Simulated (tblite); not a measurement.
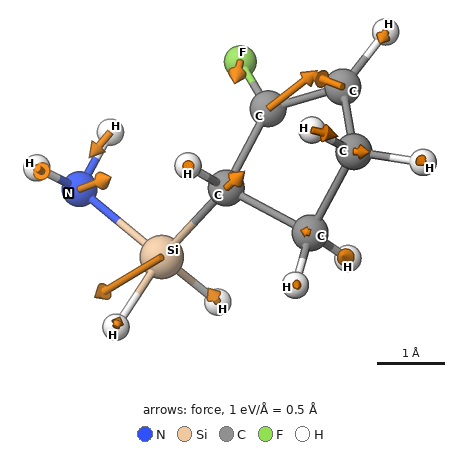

Starting geometry of C5H10FNSi with the computed forces as orange arrows. A ball-and-stick model, seen at a tilt.

Theory: tblite 0.8.0, GFN2-xTB geometry optimisation, gas phase. 

What follows when this structure is relaxed?

It isn't relaxed: the largest force vector, on the Si atom, is 3.10 eV/Å. The final displacements have little in common with the starting forces (cosine between the two patterns 0.21). The largest move after the best rigid fit is that of an H atom, 1.80 Å. By element the largest moves are H 1.80 Å, F 1.22 Å, C 0.71 Å, Si 0.26 Å, N 0.16 Å. Among the contacts that change: C–Si 1.821 → 1.915 Å, N–Si 1.793 → 1.716 Å, H–N 1.041 → 1.008 Å, C–H 1.121 → 1.091 Å. Among the angles between lasting bonds that change: Si–N–H 107.1° → 119.8°, Si–N–H 108.1° → 119.3°, C–C–F 128.5° → 119.6°. Groups turn about C–C by about 75°, C–C by about 70°, C–C by about 45°. After 203 geometry steps the energy has fallen by 18.9 kcal/mol.
